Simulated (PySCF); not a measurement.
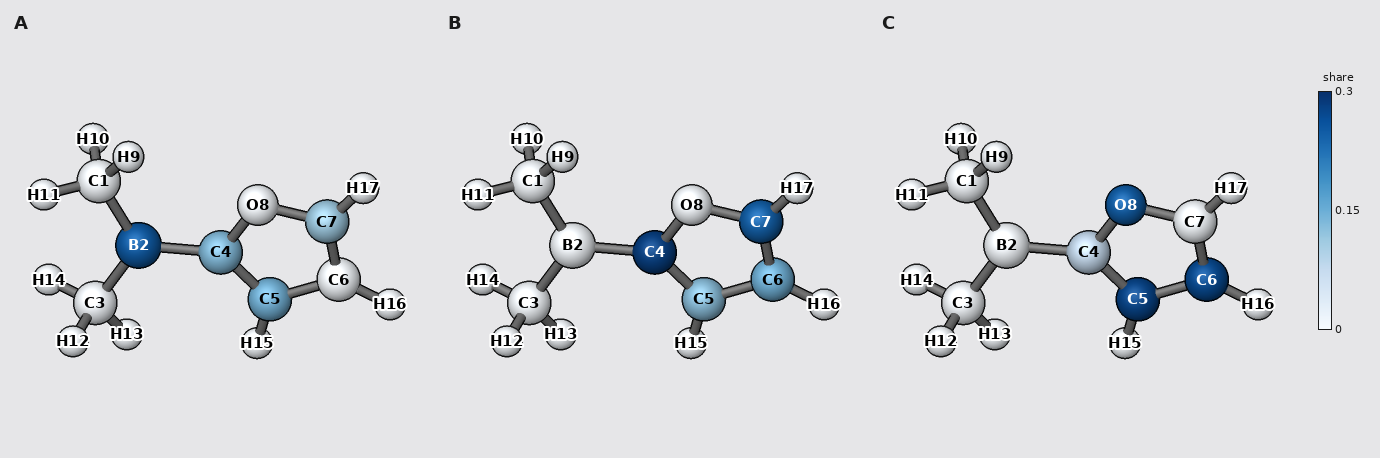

Each panel colours the atoms by their Löwdin share in one orbital (up to four of the largest shares; other atoms are shown as zero). The geometry was computed by an optimisation with PBE0-D3(BJ)/def2-SVP. No frequency run is at hand to confirm it as a minimum. Computed with CAM-B3LYP/def2-SVPD in benzene (IEF-PCM) (PySCF 2.14.0).

Question: The panels show the HOMO−1, HOMO, LUMO, in some order. Which is which?

Answer: A: LUMO, −0.19 eV; B2 0.25, C5 0.14, C4 0.13, C7 0.11
B: HOMO, −8.10 eV; C4 0.28, C7 0.24, C6 0.15, C5 0.13
C: HOMO−1, −9.55 eV; C5 0.28, C6 0.27, O8 0.25, C4 0.07
